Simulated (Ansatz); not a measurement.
## Run report: BSiH5OF2, molecular dynamics (part 4 of 4)

BSiH5OF2; RKS B3LYP/def2-SVP (Ansatz 0.2.0). It belongs to a series of runs on one base structure; here: dynamics from the highest image of the converged band.

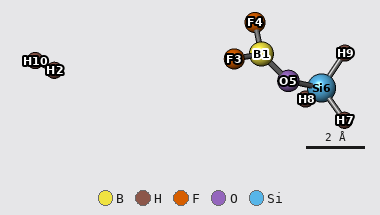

The geometry at step 167 of the log (ball-and-stick view, seen at a tilt; atoms are numbered from 1 in the order of the input).

Trajectory as extended XYZ, continued:
```
10
Properties=species:S:1:pos:R:3:forces:R:3 step=130 time_fs=65.0 energy=-16112.12707 temperature=1360.5
B    -0.0366   -0.2938   -0.1458    3.2993  -3.7071  -2.9131
H     0.3022    2.9972    4.1447    0.0019   0.0034   0.0018
F     1.1838    0.3377   -0.4216   -2.9479   0.1680   1.1940
F    -1.2526    0.1145   -0.4514    0.3387   1.0900   0.7678
O     0.1969   -1.6989   -0.1234   -1.4449   0.8964   0.6954
Si   -0.7872   -3.1482   -0.1965    0.6485   1.7260   0.2663
H     0.1416   -4.3045   -0.3150   -0.0380   0.0840   0.0850
H    -1.5527   -3.1614    1.1105    0.0537  -0.2276  -0.5083
H    -1.6571   -3.0905   -1.4291    0.0902  -0.0306   0.4124
H     0.2954    3.3783    4.8031   -0.0014  -0.0024  -0.0013
10
Properties=species:S:1:pos:R:3:forces:R:3 step=135 time_fs=67.5 energy=-16112.21028 temperature=1440.8
B    -0.0419   -0.3231   -0.1436    3.7421  -2.4760  -3.0818
H     0.3128    3.1360    4.3274    0.0035   0.2661   0.3531
F     1.1718    0.3427   -0.4144   -2.8670  -0.0138   1.2609
F    -1.2331    0.1184   -0.4563   -0.2828   1.1308   0.7377
O     0.1957   -1.6895   -0.1514   -1.4649  -0.4471   0.8529
Si   -0.7891   -3.1589   -0.1956    0.9675   1.8042   0.0390
H     0.1102   -4.3353   -0.3226    0.0718   0.1460   0.0432
H    -1.5197   -3.1774    1.0925   -0.1730  -0.1666   0.0341
H    -1.7014   -3.1096   -1.3750    0.0059   0.0218   0.1136
H     0.3159    3.5994    4.9471   -0.0031  -0.2653  -0.3527
10
Properties=species:S:1:pos:R:3:forces:R:3 step=140 time_fs=70.0 energy=-16112.38052 temperature=1605.0
B    -0.0270   -0.3657   -0.1585    2.7065  -0.1064  -3.0273
H     0.3235    3.2870    4.5265   -0.0013  -0.1028  -0.1102
F     1.1508    0.3476   -0.4033   -2.3244  -0.1419   1.1614
F    -1.2143    0.1259   -0.4587   -0.1376   0.8072   0.8075
O     0.1890   -1.6819   -0.1763   -1.1644  -2.4821   0.8754
Si   -0.7890   -3.1658   -0.1947    1.1438   1.7381  -0.1069
H     0.0833   -4.3576   -0.3277    0.2018   0.1760  -0.0156
H    -1.4966   -3.2032    1.0764   -0.3188  -0.0769   0.5333
H    -1.7455   -3.1273   -1.3144   -0.1072   0.0854  -0.2281
H     0.3363    3.8083    5.0747    0.0016   0.1034   0.1104
10
Properties=species:S:1:pos:R:3:forces:R:3 step=144 time_fs=72.0 energy=-16112.50136 temperature=1721.9
B    -0.0041   -0.4007   -0.1826    1.1827   2.1848  -2.7539
H     0.3320    3.4057    4.6840   -0.0036  -0.1215  -0.1069
F     1.1287    0.3513   -0.3918   -1.5699  -0.1439   0.9692
F    -1.1995    0.1337   -0.4589    0.2640   0.3775   0.8419
O     0.1805   -1.6822   -0.1938   -0.7703  -4.3061   0.8034
Si   -0.7872   -3.1686   -0.1941    0.8738   1.5715   0.0299
H     0.0699   -4.3679   -0.3323    0.2782   0.1894  -0.0630
H    -1.4908   -3.2274    1.0840   -0.1889   0.0039   0.4939
H    -1.7847   -3.1381   -1.2742   -0.0697   0.1224  -0.3215
H     0.3526    3.9775    5.1785    0.0038   0.1219   0.1070
10
Properties=species:S:1:pos:R:3:forces:R:3 step=149 time_fs=74.5 energy=-16112.63006 temperature=1846.5
B     0.0298   -0.4332   -0.2262   -0.8788   3.7041  -2.0969
H     0.3427    3.5515    4.8780    0.0175   0.3630   0.2442
F     1.0969    0.3555   -0.3746   -0.2171   0.1245   0.6236
F    -1.1802    0.1445   -0.4567    0.6679  -0.1356   0.7288
O     0.1674   -1.6973   -0.2131   -0.3104  -5.2989   0.6525
Si   -0.7834   -3.1692   -0.1932    0.1092   1.1715   0.3766
H     0.0681   -4.3706   -0.3415    0.2927   0.2021  -0.1068
H    -1.4919   -3.2571    1.1170    0.1668   0.1000   0.0040
H    -1.8362   -3.1449   -1.2402    0.1696   0.1320  -0.1819
H     0.3731    4.1917    5.3113   -0.0175  -0.3626  -0.2441
10
Properties=species:S:1:pos:R:3:forces:R:3 step=153 time_fs=76.5 energy=-16112.74377 temperature=1956.1
B     0.0540   -0.4452   -0.2696   -2.3731   2.7065  -1.3605
H     0.3518    3.6805    5.0414    0.0081   0.1457   0.0789
F     1.0707    0.3592   -0.3594    1.1478   0.6244   0.3335
F    -1.1634    0.1529   -0.4533    0.7373  -0.4152   0.5025
O     0.1559   -1.7233   -0.2267    0.0193  -4.0244   0.4584
Si   -0.7801   -3.1678   -0.1920   -0.4973   0.6564   0.5547
H     0.0791   -4.3641   -0.3533    0.2309   0.1980  -0.1232
H    -1.4869   -3.2769    1.1454    0.3706   0.1462  -0.3384
H    -1.8708   -3.1448   -1.2212    0.3645   0.1078  -0.0271
H     0.3888    4.3508    5.4093   -0.0081  -0.1454  -0.0789
10
Properties=species:S:1:pos:R:3:forces:R:3 step=158 time_fs=79.0 energy=-16112.79878 temperature=2009.2
B     0.0719   -0.4480   -0.3304   -3.6381  -0.1171  -0.3014
H     0.3635    3.8466    5.2488   -0.0159  -0.2461  -0.0992
F     1.0416    0.3658   -0.3395    2.7319   1.2907   0.0899
F    -1.1403    0.1622   -0.4478    0.4164  -0.5810   0.1082
O     0.1418   -1.7684   -0.2423    0.5975  -0.6517   0.0482
Si   -0.7770   -3.1649   -0.1893   -0.9808  -0.2804   0.5370
H     0.1046   -4.3456   -0.3747    0.0905   0.1469  -0.1204
H    -1.4613   -3.2939    1.1632    0.3739   0.1412  -0.3937
H    -1.8946   -3.1391   -1.1990    0.4087   0.0511   0.0321
H     0.4083    4.5447    5.5286    0.0159   0.2462   0.0993
10
Properties=species:S:1:pos:R:3:forces:R:3 step=163 time_fs=81.5 energy=-16112.69553 temperature=1909.5
B     0.0703   -0.4509   -0.3928   -3.2053  -1.9699   0.7642
H     0.3746    4.0042    5.4525    0.0247   0.3416   0.0912
F     1.0209    0.3762   -0.3193    3.1774   1.1351  -0.0540
F    -1.1160    0.1697   -0.4418   -0.4123  -0.5582  -0.3180
O     0.1300   -1.8160   -0.2577    1.3432   2.7514  -0.4702
Si   -0.7760   -3.1627   -0.1856   -1.1543  -1.4486   0.2818
H     0.1355   -4.3186   -0.4031   -0.0661   0.0312  -0.0963
H    -1.4144   -3.3029    1.1596    0.1310   0.0701  -0.0211
H    -1.8954   -3.1304   -1.1758    0.1864  -0.0112  -0.0864
H     0.4283    4.7472    5.6517   -0.0246  -0.3415  -0.0912
10
Properties=species:S:1:pos:R:3:forces:R:3 step=167 time_fs=83.5 energy=-16112.53030 temperature=1749.8
B     0.0563   -0.4604   -0.4400   -1.4979  -2.0770   1.6283
H     0.3843    4.1412    5.6182    0.0249   0.3180   0.0539
F     1.0114    0.3870   -0.3032    2.5378   0.2308  -0.2781
F    -1.0975    0.1744   -0.4377   -1.3669  -0.4138  -0.6089
O     0.1240   -1.8473   -0.2712    1.8319   4.6886  -0.8580
Si   -0.7769   -3.1630   -0.1822   -1.1383  -2.2824   0.0104
H     0.1578   -4.2954   -0.4301   -0.1708  -0.0892  -0.0646
H    -1.3707   -3.3068    1.1548   -0.1150  -0.0055   0.3895
H    -1.8874   -3.1237   -1.1606   -0.0808  -0.0517  -0.2187
H     0.4435    4.8981    5.7474   -0.0249  -0.3179  -0.0539
10
Properties=species:S:1:pos:R:3:forces:R:3 step=172 time_fs=86.0 energy=-16112.30044 temperature=1528.0
B     0.0323   -0.4822   -0.4904    1.0222  -1.2006   2.6081
H     0.3974    4.3250    5.8277   -0.0236  -0.2766  -0.0140
F     1.0065    0.4010   -0.2841    1.3606  -1.1306  -0.7140
F    -1.0784    0.1792   -0.4344   -2.5171  -0.1881  -0.8506
O     0.1228   -1.8705   -0.2911    1.9739   5.6195  -1.1911
Si   -0.7802   -3.1679   -0.1779   -1.0573  -2.7452  -0.1419
H     0.1763   -4.2716   -0.4670   -0.2570  -0.2222  -0.0110
H    -1.3223   -3.3121    1.1698   -0.2433  -0.0491   0.5356
H    -1.8824   -3.1182   -1.1532   -0.2820  -0.0839  -0.2352
H     0.4615    5.0744    5.8646    0.0236   0.2767   0.0140
10
Properties=species:S:1:pos:R:3:forces:R:3 step=177 time_fs=88.5 energy=-16112.17297 temperature=1404.6
B     0.0134   -0.5104   -0.5265    2.5027   0.2889   3.2310
H     0.4096    4.4990    6.0369    0.0193   0.2060  -0.0152
F     1.0060    0.4114   -0.2671    0.5369  -2.0660  -1.0999
F    -1.0671    0.1834   -0.4337   -3.0318  -0.1779  -0.9877
O     0.1288   -1.8732   -0.3154    1.4983   4.6690  -1.2426
Si   -0.7858   -3.1784   -0.1738   -0.9060  -2.3279  -0.0256
H     0.1797   -4.2608   -0.5046   -0.2866  -0.2855   0.0526
H    -1.2872   -3.3198    1.2136   -0.1167  -0.0035   0.0765
H    -1.8927   -3.1177   -1.1586   -0.1969  -0.0970  -0.0043
H     0.4804    5.2605    5.9822   -0.0193  -0.2060   0.0152
10
Properties=species:S:1:pos:R:3:forces:R:3 step=181 time_fs=90.5 energy=-16112.15199 temperature=1384.3
B     0.0078   -0.5322   -0.5426    2.6518   1.9114   3.3897
H     0.4200    4.6442    6.2034    0.0412   0.4160  -0.0696
F     1.0070    0.4153   -0.2561    0.2184  -2.4236  -1.2677
F    -1.0649    0.1862   -0.4354   -2.8544  -0.4143  -1.0629
O     0.1377   -1.8625   -0.3381    0.8890   2.7625  -1.0526
Si   -0.7917   -3.1905   -0.1706   -0.6262  -1.5173   0.0333
H     0.1702   -4.2641   -0.5326   -0.2675  -0.2783   0.1002
H    -1.2645   -3.3263    1.2534    0.0175   0.0532  -0.3764
H    -1.9096   -3.1213   -1.1638   -0.0286  -0.0937   0.2364
H     0.4949    5.4033    6.0770   -0.0412  -0.4159   0.0696
10
Properties=species:S:1:pos:R:3:forces:R:3 step=186 time_fs=93.0 energy=-16112.19378 temperature=1424.8
B     0.0137   -0.5489   -0.5458    1.9612   4.0686   3.1897
H     0.4347    4.8431    6.4088   -0.0198  -0.1868   0.0543
F     1.0089    0.4132   -0.2458    0.1263  -2.4576  -1.2818
F    -1.0701    0.1886   -0.4406   -2.2057  -0.8207  -1.0920
O     0.1518   -1.8407   -0.3700    0.2106  -0.2500  -0.6320
Si   -0.8001   -3.2084   -0.1666   -0.0635  -0.3404  -0.1257
H     0.1444   -4.2830   -0.5620   -0.1982  -0.2223   0.1416
H    -1.2352   -3.3315    1.2827    0.0797   0.0929  -0.5995
H    -1.9319   -3.1308   -1.1571    0.0896  -0.0705   0.3996
H     0.5113    5.5645    6.1984    0.0198   0.1869  -0.0542
10
Properties=species:S:1:pos:R:3:forces:R:3 step=191 time_fs=95.5 energy=-16112.33136 temperature=1557.8
B     0.0304   -0.5436   -0.5314    0.8602   4.9503   2.6998
H     0.4487    5.0358    6.6163    0.0030   0.0255  -0.0109
F     1.0113    0.4034   -0.2395    0.3319  -2.0259  -1.0840
F    -1.0823    0.1883   -0.4492   -1.4723  -1.0536  -0.9931
O     0.1667   -1.8196   -0.4043   -0.2634  -2.4545  -0.2618
Si   -0.8087   -3.2270   -0.1630    0.6525   0.6813  -0.5408
H     0.1067   -4.3151   -0.5831   -0.1048  -0.1495   0.1556
H    -1.2019   -3.3313    1.2787    0.0049   0.0830  -0.2959
H    -1.9500   -3.1444   -1.1278   -0.0091  -0.0311   0.3200
H     0.5284    5.7318    6.3176   -0.0030  -0.0254   0.0110
10
Properties=species:S:1:pos:R:3:forces:R:3 step=195 time_fs=97.5 energy=-16112.50281 temperature=1723.2
B     0.0474   -0.5201   -0.5090   -0.2026   3.7022   2.1274
H     0.4599    5.1901    6.7820    0.0475   0.3901  -0.2127
F     1.0139    0.3909   -0.2370    0.8217  -1.2365  -0.7593
F    -1.0956    0.1858   -0.4583   -0.9371  -1.0294  -0.8146
O     0.1780   -1.8087   -0.4325   -0.5786  -2.7143  -0.0757
Si   -0.8146   -3.2409   -0.1608    1.2353   1.3144  -0.9599
H     0.0719   -4.3474   -0.5934   -0.0362  -0.0905   0.1490
H    -1.1748   -3.3276    1.2624   -0.1004   0.0521   0.1976
H    -1.9648   -3.1568   -1.0905   -0.2019   0.0018   0.1355
H     0.5420    5.8656    6.4133   -0.0475  -0.3900   0.2128
10
Properties=species:S:1:pos:R:3:forces:R:3 step=200 time_fs=100.0 energy=-16112.63189 temperature=1847.5
B     0.0670   -0.4738   -0.4706   -1.9814   0.1102   1.0330
H     0.4761    5.3999    6.9796   -0.0045  -0.0344   0.0247
F     1.0199    0.3722   -0.2359    2.0335   0.3797  -0.1613
F    -1.1147    0.1797   -0.4720   -0.3245  -0.8034  -0.4962
O     0.1900   -1.8038   -0.4680   -0.9213  -1.6074   0.2016
Si   -0.8196   -3.2558   -0.1600    1.6782   1.8824  -1.2374
H     0.0264   -4.3924   -0.5983    0.0247  -0.0097   0.1245
H    -1.1464   -3.3203    1.2538   -0.1496   0.0215   0.5828
H    -1.9947   -3.1721   -1.0373   -0.3595   0.0267  -0.0470
H     0.5570    6.0158    6.5425    0.0045   0.0344  -0.0247
```

This output came from the following input.

The input:
```yaml
crystal:
  periodic: [false, false, false]
  atoms:
    - { symbol: B, position_ang: [0.026523, -0.170587, 0.046126] }
    - { symbol: H, position_ang: [0.121555, 0.114172, 1.398373] }
    - { symbol: F, position_ang: [1.066631, 0.373369, -0.600485] }
    - { symbol: F, position_ang: [-1.211362, 0.132867, -0.397001] }
    - { symbol: O, position_ang: [0.193942, -1.678466, 0.323944] }
    - { symbol: Si, position_ang: [-0.750954, -3.001388, -0.202722] }
    - { symbol: H, position_ang: [-0.072108, -4.220778, 0.302189] }
    - { symbol: H, position_ang: [-2.121667, -2.901534, 0.364081] }
    - { symbol: H, position_ang: [-0.783013, -2.979828, -1.685908] }
    - { symbol: H, position_ang: [0.175753, -0.949225, 1.298303] }
basis:
  gaussian: { orbitals: def2-SVP }
hamiltonian:
  xc: b3lyp
md:
  timestep: 0.5
  n_steps: 200
  ensemble: nve
  temperature: 300.0
  initial_velocities: maxwell_boltzmann
  seed: 3459
```

Run as:
```bash
ansatz run input.yaml --threads 2 --pin off --max-ram 3072MiB --backend cpu --events-out ev --progress --plain --runs-dir out
```

Key numbers:

| quantity | value |
| --- | --- |
| outcome | finished |
| mean temperature over the second half | 1662 K |
| trajectory | 200 steps, 100 fs |
| ensemble | nve |
| temperature in the input | 300.0 K |
| time step | 0.5 fs |
| potential energy (last step) | −16112.6322 eV |
| mean-field energy (last step) | −16112.6322 eV |
| largest force (length of the vector) (last step) | 2.809 eV/Å |
| hardware | 2 threads of Arm Neoverse V1, 24 GiB of memory available, shared host |
| wall time | 7.3 min (CPU time 14 min) |
| peak memory | 0.2 GiB |

So short a trajectory is not equilibrated.
